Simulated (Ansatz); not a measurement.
**BLYP/aug-cc-pVDZ run of SiH3OF (SMILES O[SiH2]F)**

What is the electronic atomisation energy of SiH3OF at BLYP/aug-cc-pVDZ? 

The results are computed with Ansatz 0.2.0.

72 further runs of the same task are left out: 72 set aside as unsound or not needed.

### 1 The molecule

The species is SiH3OF (6 atoms), meant as a singlet with charge 0. As SMILES, `O[SiH2]F`. Geometry: relaxed at PBE0-D4/def2-TZVP. This is one conformer, not always the lowest.

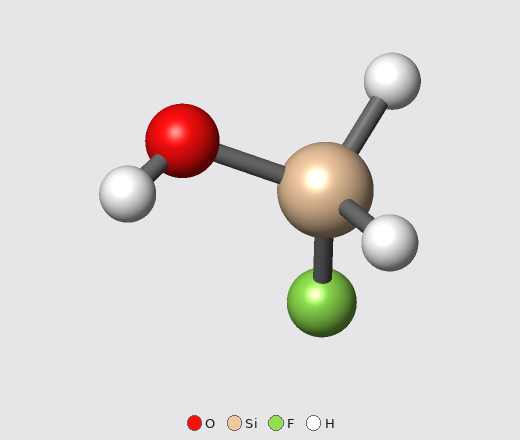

Viewed from a chosen angle; oxygen red, silicon light orange, fluorine green, hydrogen white.

### 2 A single-point energy at BLYP/aug-cc-pVDZ

Contents of job.yaml:

```yaml
crystal:
  periodic: [false, false, false]
  atoms:
    - {symbol: O, position_ang: [-0.853500, -0.209200, -0.924100]}
    - {symbol: Si, position_ang: [0.378300, -0.009300, 0.123900]}
    - {symbol: F, position_ang: [0.180800, -0.922800, 1.417800]}
    - {symbol: H, position_ang: [-1.714200, 0.150200, -0.705600]}
    - {symbol: H, position_ang: [1.595600, -0.458500, -0.575800]}
    - {symbol: H, position_ang: [0.455100, 1.385600, 0.617600]}
basis:
  gaussian: {orbitals: aug-cc-pVDZ}
hamiltonian: {xc: {name: BLYP}}
accuracy: high
output: {orbitals: {seedname: orbitals}}
```

Started as:

```sh
$ ansatz run job.yaml --threads 1 --pin off --max-ram 3480MiB --events-out events.jsonl --progress --plain --runs-dir runs
```

The program printed:

```text
Warning: RAYON_NUM_THREADS=1 ignored (pool sized by the plan → 1); use --threads N
Functional definition: BLYP
  name "BLYP"
  parameter beta = 0.0042
  parameter a = 0.04918
  parameter b = 0.132
  parameter c = 0.2533
  parameter d = 0.349
  exchange = b88_x(beta = beta)
  correlation = lyp_c(a = a, b = b, c = c, d = d)
2017 factors; integrals over basis functions are off by at most 3.4e-9 eV
mean field evaluation 1: about -12684.4577 eV, gradient 7.0e1 eV
mean field evaluation 2: about -12640.6531 eV, gradient 1.6e2 eV
mean field evaluation 4: about -12692.2878 eV, gradient 1.6e1 eV
mean field evaluation 8: about -12692.6552 eV, gradient 3.3e-1 eV
mean field evaluation 16: about -12692.6554 eV, gradient 1.1e-5 eV
mean field -12692.65541523 eV, -466.4464831189 hartree, gradient 4.1e-8 eV, S^2 0.000000; 0 other end points of the search recorded, 0 dependent functions left out
reference -12692.65547873 eV, -466.4464854525 hartree; 17, 17 occupied and 83, 83 virtual orbitals, 2017 factors
Total energy: -12692.65547873 eV, -466.4464854525 hartree
```

Run time: 9 s. Hardware: 1 thread of Arm Neoverse V2, shared host; peak memory 0.25 GiB.

### 3 The F atom at the same level

Contents of molecule.yaml:

```yaml
crystal:
  periodic: [false, false, false]
  atoms:
    - {symbol: F, position_ang: [0.000000, 0.000000, 0.000000]}
basis:
  gaussian: {orbitals: aug-cc-pVDZ}
magnetization: {spin_polarized: true, initial_magnetization: 1}
hamiltonian: {xc: {name: BLYP}}
accuracy: high
```

Started as:

```sh
$ ansatz run molecule.yaml --threads 1 --pin off --max-ram 3480MiB --events-out events.jsonl --progress --plain --runs-dir runs
```

The program printed:

```text
Warning: RAYON_NUM_THREADS=1 ignored (pool sized by the plan → 1); use --threads N
Functional definition: BLYP
  name "BLYP"
  parameter beta = 0.0042
  parameter a = 0.04918
  parameter b = 0.132
  parameter c = 0.2533
  parameter d = 0.349
  exchange = b88_x(beta = beta)
  correlation = lyp_c(a = a, b = b, c = c, d = d)
199 factors; integrals over basis functions are off by at most 2.8e-9 eV
mean field evaluation 1: about -2713.6874 eV, gradient 5.7e0 eV
mean field evaluation 2: about -2713.6893 eV, gradient 5.6e0 eV
mean field evaluation 4: about -2713.7854 eV, gradient 8.1e-3 eV
mean field evaluation 8: about -2713.7854 eV, gradient 2.5e-5 eV
mean field evaluation 16: about -2713.7851 eV, gradient 1.5e-1 eV
mean field evaluation 32: about -2713.7854 eV, gradient 4.9e-4 eV
mean field -2713.78539615 eV, -99.7297738387 hartree, gradient 9.1e-8 eV, S^2 0.751272; 2 other end points of the search recorded, 0 dependent functions left out
reference -2713.78542830 eV, -99.7297750201 hartree; 5, 4 occupied and 18, 19 virtual orbitals, 199 factors
Total energy: -2713.78542830 eV, -99.7297750201 hartree
```

Wall time 0.56 s (1 thread of Arm Neoverse V2, shared host).

### 4 The H atom

Contents of job.yaml:

```yaml
basis:
  gaussian:
    orbitals: aug-cc-pVDZ
crystal:
  periodic: [false, false, false]
  atoms:
    - {symbol: H, position_ang: [0.000000, 0.000000, 0.000000]}
total_charge: 0
magnetization:
  spin_polarized: true
  initial_magnetization: 1
hamiltonian:
  xc: {name: BLYP}
accuracy: high
```

Run the same way, it converges to -0.49701 Eh (log not shown).

### 5 The O atom at the same level

Contents of job.yaml:

```yaml
crystal:
  periodic: [false, false, false]
  atoms:
    - symbol: O
      position_ang: [0.000000, 0.000000, 0.000000]
basis:
  gaussian: {orbitals: aug-cc-pVDZ}
magnetization: {spin_polarized: true, initial_magnetization: 2}
hamiltonian: {xc: {name: BLYP}}
accuracy: high
```

Run the same way, it converges to -75.06559 Eh (log not shown).

### 6 The Si atom, same level

Contents of molecule.yaml:

```yaml
crystal:
  periodic: [false, false, false]
  atoms:
    - symbol: Si
      position_ang: [0.000000, 0.000000, 0.000000]
basis:
  gaussian: {orbitals: aug-cc-pVDZ}
magnetization: {spin_polarized: true, initial_magnetization: 2}
hamiltonian: {xc: {name: BLYP}}
accuracy: high
```

Run the same way, it converges to -289.37388 Eh (log not shown).

### 7 Outcome

Level: BLYP/aug-cc-pVDZ.

```
                     quantity          value
       molecule: total energy  -466.44649 Eh
        molecule: HOMO energy       -7.78 eV
        molecule: LUMO energy       -1.06 eV
      molecule: HOMO–LUMO gap        6.72 eV
         F atom: total energy   -99.72978 Eh
                 F atom: ⟨S²⟩          0.751
         H atom: total energy    -0.49701 Eh
                 H atom: ⟨S²⟩          0.750
         O atom: total energy   -75.06559 Eh
                 O atom: ⟨S²⟩          2.003
        Si atom: total energy  -289.37388 Eh
                Si atom: ⟨S²⟩          2.003
electronic atomisation energy      21.394 eV
```

In words: Taking the molecule apart into free atoms costs 21.39 eV (2064 kJ/mol), before zero-point energy and without spin-orbit coupling.
